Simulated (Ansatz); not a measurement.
Band structure of Cs (Im-3m, 1 atom in the cell).

```yaml
crystal:
  lattice:
    - [-3.05549, 3.05549, 3.05549]
    - [3.05549, -3.05549, 3.05549]
    - [3.05549, 3.05549, -3.05549]
  atoms:
    - { symbol: Cs, position: [0.00000, 0.00000, 0.00000] }
```

Level of theory: PBE (plane waves, PAW; Ansatz, a first-principles code).

Settings: basis.ecutwfc = 420 eV; kpoints.mp_grid.grid = 5 5 5; hamiltonian.xc = pbe; hamiltonian.pseudopotentials = {kind: paw} (the program's default PAW files); scf.occupations.method = fermi_dirac; scf.occupations.width = 0.136 eV; kpoints.band_path.npoints = 8.

The starting cell has typed, rounded lattice constants, without a prior relaxation at this level. Its lattice was rescaled by a random factor within 2.5 % of one.

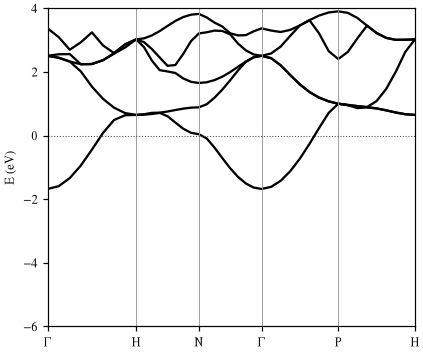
Figure: Bands along the path, energies from the Fermi level.

Levels in eV from the Fermi level, bands 1 to 8:
| point | 1 | 2 | 3 | 4 | 5 | 6 | 7 | 8 |
|---|---|---|---|---|---|---|---|---|
| Γ | -23.84 | -10.59 | -10.59 | -10.59 | -1.68 | 2.50 | 2.50 | 2.50 |
| H | -23.83 | -10.69 | -10.69 | -10.69 | 0.65 | 0.65 | 3.02 | 3.02 |
| N | -23.83 | -10.73 | -10.63 | -10.59 | 0.04 | 0.89 | 1.65 | 3.21 |
| P | -23.83 | -10.65 | -10.65 | -10.65 | 1.00 | 1.00 | 1.00 | 2.40 |

Bands cross the Fermi level along this path, so the cell is metallic at this level.

Keys are those of Ansatz 0.2.
